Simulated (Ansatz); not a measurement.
## Computed scan of one atom of the cell: MoSi2 (MoSi2 type, space group I4/mmm)

Starting cell, MoSi2 (MoSi2 type, space group I4/mmm):

```
MoSi2
1.0
   -1.60108     1.60108     3.90975
    1.60108    -1.60108     3.90975
    1.60108     1.60108    -3.90975
Mo Si
1 2
Direct
  0.00000   0.00000   0.00000
  0.33530   0.33530   0.00000
  0.66470   0.66470   0.00000
```

Scan: atom 1 (Mo, nearest neighbour Si at 2.605 Å; its periodic images, 3.2 Å or more away, move with it) is displaced along Cartesian z, direction (0.000, 0.000, 1.000) in Cartesian axes, by s. The other atoms stay.

Computed with r2SCAN (plane waves to 500 eV, PAW, scalar-relativistic; Ansatz, a first-principles code). k mesh 12×12×12 (Γ-centred), Fermi-Dirac smearing 0.05 eV. Energies are smeared free energies. Stress and pressure are positive under compression. With partly filled bands, energies and forces of such displacements shift with the k mesh and the smearing. MoSi2 is run without spin polarisation. MoSi2 was relaxed with its symmetry unable to fall. The PAW data are Ansatz's earlier set. ΔE is measured from the undisplaced structure.

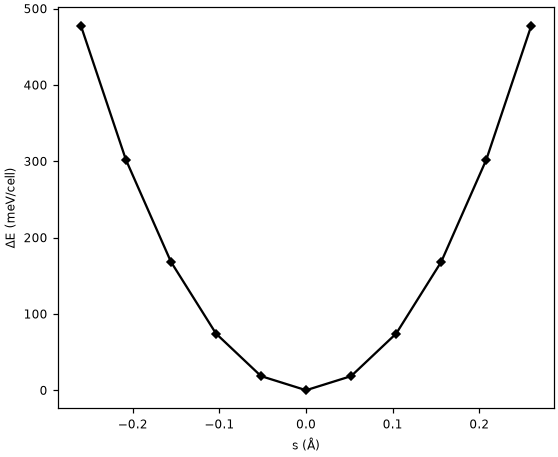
Figure. ΔE (meV/cell) against s (Å); markers are the computed points, lines only join them.

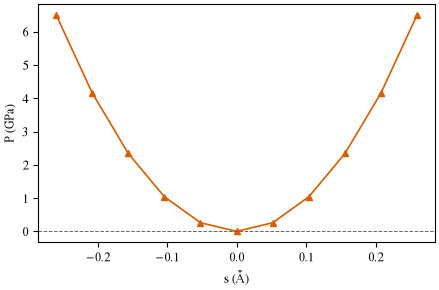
Figure: P (GPa) against s (Å); one marker a computed point.

The force constant k = d²E/ds² at s = 0 (finite differences) is 13.6 eV/Å² and the force along the line at s = -0.260 Å comes out as 3.81 eV/Å. Harmonic estimate at the end of the scan: ½ks² = 461 meV/cell against the computed 478 meV/cell, so the well is close to harmonic there. Shape of the curve: a single well with its minimum at or next to zero displacement. Symmetry of the curve: even: the same for both signs.

The forces along the line at the two nearest points give (0.712 − (-0.712)) / (2·0.052) = 13.69 eV/Å²; the next pair corrects for the finite step.

(A displaced cell: forces are minus the slopes of the energy, force constants its curvatures, and phonons follow from these.)
